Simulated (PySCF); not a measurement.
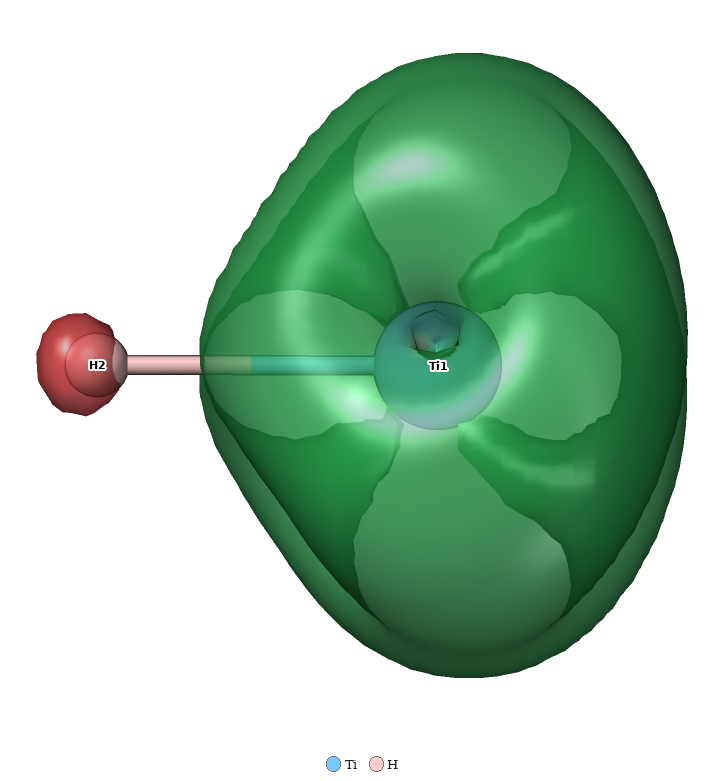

TiH (quartet). Isosurfaces of the spin density (α minus β) at +0.04 (green) and −0.04 e/Å³ (red), seen from one side.

These are results of PBE0/def2-TZVPPD, non-relativistic Hamiltonian with scalar-relativistic core potentials where named, at a bond length of 1.758 Å (PySCF 2.14.0), not measurements.

Q: Where is the unpaired spin?

A: The unpaired spin (3 electrons) lies mostly on Ti1 (about 3.0), in electrons by Hirshfeld's partition.
